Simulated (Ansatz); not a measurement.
# GaSiH4OF (SMILES [OH][GaH][SiH2]F): CCSD/cc-pVDZ

What is the energy change on altering one bond length of GaSiH4OF at CCSD/cc-pVDZ? 

The calculation is run with Ansatz 0.2.0.

101 further runs of the same task are left out: 101 set aside as unsound or not needed. Runs told in other sessions of the task aren't counted.

### 1 The system as given

GaSiH4OF: 8 atoms, total charge 0, spin state singlet. As SMILES, `[OH][GaH][SiH2]F`. The coordinates come from a PBE0-D4/def2-TZVP relaxation. This is one conformer, not always the lowest.

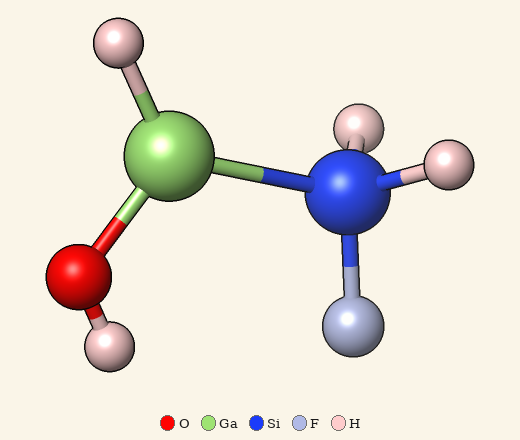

The structure, seen from a chosen angle (oxygen red, gallium green, silicon blue, fluorine light blue, hydrogen pink).

### 2 A single-point energy at CCSD/cc-pVDZ

Input file run.yaml:

```yaml
crystal:
  periodic: [false, false, false]
  atoms:
    - symbol: O
      position_ang: [-2.152600, 0.668300, 0.454500]
    - symbol: Ga
      position_ang: [-0.411400, 1.077100, 0.391700]
    - symbol: Si
      position_ang: [1.066700, -0.691400, -0.347100]
    - symbol: F
      position_ang: [0.165400, -1.990600, -0.663200]
    - symbol: H
      position_ang: [-2.350300, -0.231700, 0.185400]
    - symbol: H
      position_ang: [-0.099500, 2.542900, 0.831400]
    - symbol: H
      position_ang: [2.066800, -1.082700, 0.683500]
    - symbol: H
      position_ang: [1.806900, -0.348800, -1.592100]
basis:
  gaussian: {orbitals: cc-pVDZ}
correlation: {method: ccsd, frozen_orbitals: {F: 1, Ga: 9, H: 0, O: 1, Si: 5}}
accuracy: high
scf: {omitted_lower_state_checks: [cluster_reference, increment]}
```

Run with:

```console
ansatz run run.yaml --threads 1 --pin off --max-ram 2610MiB --events-out events.jsonl --progress --plain --runs-dir runs
```

The log of the run, cut to the lines that bear on the results:

```text
Warning: RAYON_NUM_THREADS=1 ignored (pool sized by the plan → 1); use --threads N
Functional definition: HF
  name "HF"
[...]
2087 factors; integrals over basis functions are off by at most 4.4e-9 eV
[...]
mean field -65004.06047112 eV, -2388.8551609789 hartree, gradient 3.0e-8 eV, S^2 0.000000; 0 other end points of the search recorded, 0 dependent functions left out
16 core orbitals not correlated: weight in the atoms' cores, before any rotation towards them, 1.000 or more for the frozen orbitals, at most 0.000 for the correlated occupied ones
reference -65004.06047112 eV, -2388.8551609789 hartree; 17, 17 occupied and 60, 60 virtual orbitals, 2087 factors
second order -15.19038793 eV of doubles, -0.00000000 eV of singles
cycle   1  -15.56745335 eV  change   -3.8e-1 eV  update   1.1e-1
[...]
cycle  22  -16.14946937 eV  change   6.0e-10 eV  update   2.1e-9
Total energy: -65020.20994049 eV, -2389.4486430318 hartree
Checks for a lower state left out: cluster_reference, increment
```

Run time: 26 s. Hardware: 1 thread of Arm Neoverse V1, shared host; peak memory 0.53 GiB.

### 3 The distorted shape, same level

Input file input.yaml:

```yaml
crystal:
  periodic: [false, false, false]
  atoms:
    - symbol: O
      position_ang: [-2.302611, 0.726994, 0.299914]
    - symbol: Ga
      position_ang: [-0.561411, 1.135794, 0.237114]
    - symbol: Si
      position_ang: [0.916689, -0.632706, -0.501686]
    - symbol: F
      position_ang: [0.015389, -1.931906, -0.817786]
    - symbol: H
      position_ang: [-2.500311, -0.173006, 0.030814]
    - symbol: H
      position_ang: [-0.249511, 2.601594, 0.676814]
    - symbol: H
      position_ang: [2.066800, -1.082700, 0.683500]
    - symbol: H
      position_ang: [1.656889, -0.290106, -1.746686]
basis:
  gaussian: {orbitals: cc-pVDZ}
magnetization: {spin_polarized: false, initial_magnetization: 0}
correlation: {method: ccsd, frozen_orbitals: {F: 1, Ga: 9, H: 0, O: 1, Si: 5}}
accuracy: high
scf: {omitted_lower_state_checks: [cluster_reference, increment]}
```

Run with:

```console
ansatz run input.yaml --threads 1 --pin off --max-ram 2610MiB --events-out events.jsonl --progress --plain --runs-dir runs
```

The log of the run, cut to the lines that bear on the results:

```text
Warning: RAYON_NUM_THREADS=1 ignored (pool sized by the plan → 1); use --threads N
[... 2 set-up lines as earlier in the session ...]
[...]
2081 factors; integrals over basis functions are off by at most 4.6e-9 eV
[...]
mean field -65003.70033963 eV, -2388.8419263907 hartree, gradient 2.9e-8 eV, S^2 0.000000; 0 other end points of the search recorded, 0 dependent functions left out
16 core orbitals not correlated: weight in the atoms' cores, before any rotation towards them, 1.000 or more for the frozen orbitals, at most 0.000 for the correlated occupied ones
reference -65003.70033963 eV, -2388.8419263907 hartree; 17, 17 occupied and 60, 60 virtual orbitals, 2081 factors
second order -15.21753455 eV of doubles, -0.00000000 eV of singles
cycle   1  -15.59375560 eV  change   -3.8e-1 eV  update   1.1e-1
[...]
cycle  22  -16.19217906 eV  change   -1.2e-9 eV  update   1.9e-9
Total energy: -65019.89251869 eV, -2389.4369779958 hartree
Checks for a lower state left out: cluster_reference, increment
```

Wall time 27 s (1 thread of Arm Neoverse V1, shared host); peak memory 0.53 GiB.

### 4 What came out

At CCSD/cc-pVDZ, 16 core orbitals frozen:

| quantity | value |
| --- | --- |
| first shape: total energy | -2389.44864 Eh |
| first shape: correlation energy (16 core orbitals frozen) | -593.5 mEh |
| first shape: T1 diagnostic | 0.014 |
| distorted shape: total energy | -2389.43698 Eh |
| distorted shape: correlation energy (16 core orbitals frozen) | -595.1 mEh |
| distorted shape: T1 diagnostic | 0.015 |
| energy change with the Si3–H7 bond stretched from 1.488 to 1.712 Å | 0.317 eV |

**Reading.** With the Si3–H7 bond stretched from 1.488 to 1.712 Å the energy rises by 0.32 eV (7.3 kcal/mol). The first shape isn't relaxed at this level, so the change isn't measured from a minimum.
